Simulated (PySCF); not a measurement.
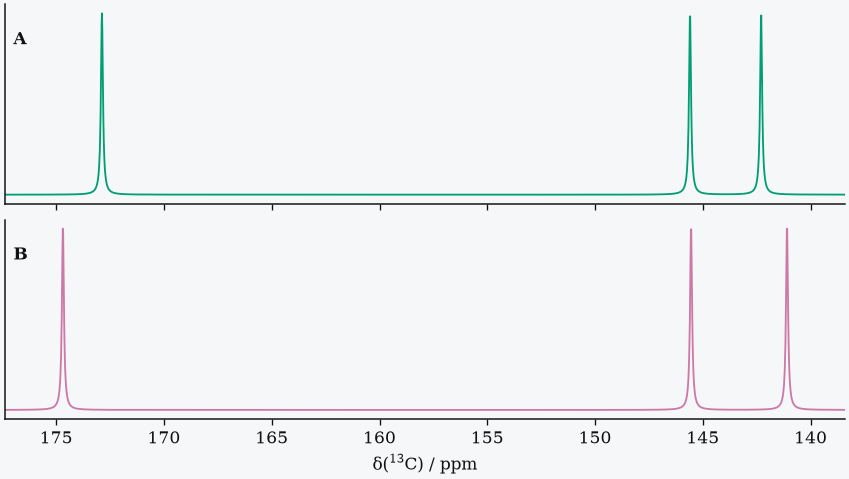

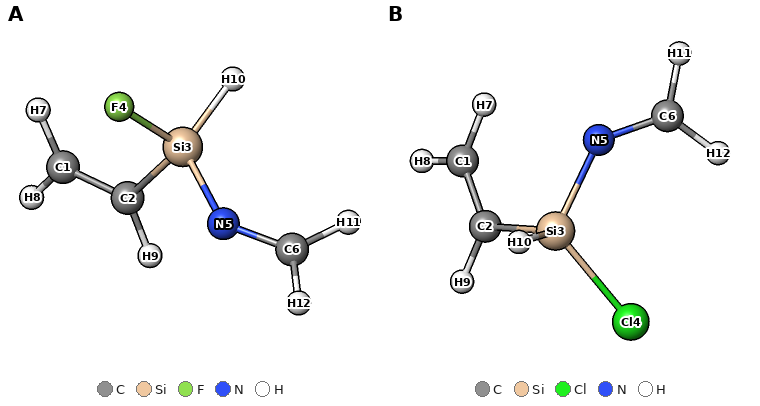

Related molecules: A is C₃H₆FNSi, SMILES C=C[Si@@H](F)N=C; B is C₃H₆ClNSi, SMILES C=C[Si@@H](Cl)N=C. GIAO ¹³C shifts against TMS, PBE0/pcSseg-1, PySCF, at a GFN2-xTB geometry (no frequency check); fully decoupled, line heights follow the number of nuclei within a panel, widths are arbitrary (no quadrupolar broadening); values of one conformer, averaged over methyl-type rotors and exact or near symmetry; other conformers aren't averaged in.

Assign the ¹³C signals of each molecule.

A: 172.9 (C6); 145.6 (C1); 142.3 (C2)
B: 174.7 (C6); 145.5 (C1); 141.1 (C2)

Caveats, for all or some of the runs: the tight-binding geometry is rougher than a DFT one and adds to the error.
